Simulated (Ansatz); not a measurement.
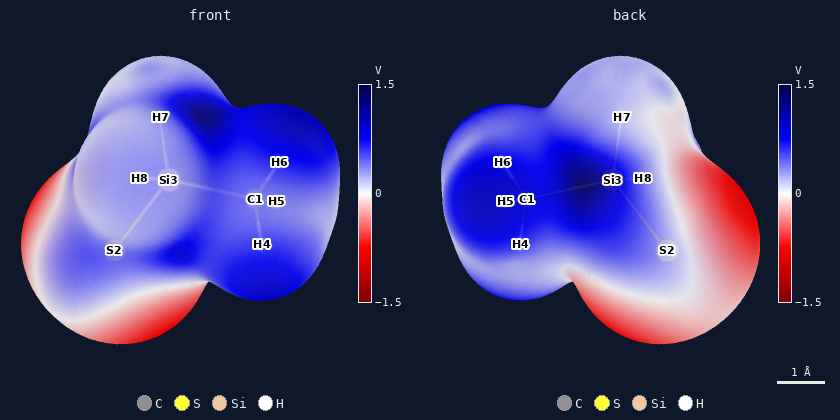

CH$_{5}$SSi (SMILES C[SiH2][S]) (doublet). The electrostatic potential painted on the density surface at 0.002 e/bohr³, seen from the front and from behind; red is negative and blue positive.

Geometry: BLYP-D3(BJ)/def2-SVP.

Method: isolated molecule in a Gaussian basis; Kohn-Sham density functional theory, functional PBE0 (Ansatz).

```xyz
8

C    -0.6247   -0.3566    2.3396
S     1.6121   -1.5070    0.0531
Si    0.8304    0.1211    1.2257
H    -1.4423   -0.8054    1.7418
H    -0.3069   -1.0952    3.1027
H    -1.0170    0.5379    2.8669
H     1.9123    0.7751    2.0398
H     0.3857    1.1013    0.1669
```

Which sites attract a positive test charge, and which a negative one?

A positive charge is drawn to the negative regions and a negative charge to the positive ones. The most negative region (about −0.8 V) lies over S2, the most positive (about +1.3 V) over Si3.
